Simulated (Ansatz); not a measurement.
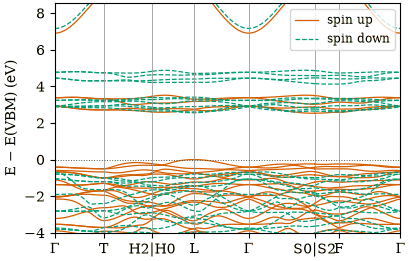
Fig. 1. Band structure from the program Ansatz at the r²SCAN level (PAW)

The gap is 2.53 eV; an edge lies off the plotted path or next to a special point (maximum at L, minimum off the standard path).

The material is MgMnO3 in space group R-3 (No. 148; Mg on 6c, Mn on 6c, O on 18f).

The first step of the workflow began from a Materials Project structure, measured or hypothetical; the Crystallography Open Database copy checked does not list it. Whether it is the stable phase at ambient conditions was not checked. Symmetry was held in the r²SCAN relaxation; its stability against distortions is not shown here. The final state is ferromagnetic, chosen from 4 collinear starts compared on coarse meshes (ties went to the first, and starts can fall back to one state), not a proven ground state. Other orbital occupations within this spin state were not tried. No Hubbard U is applied.

Potentials: the later of the program's two PAW sets.
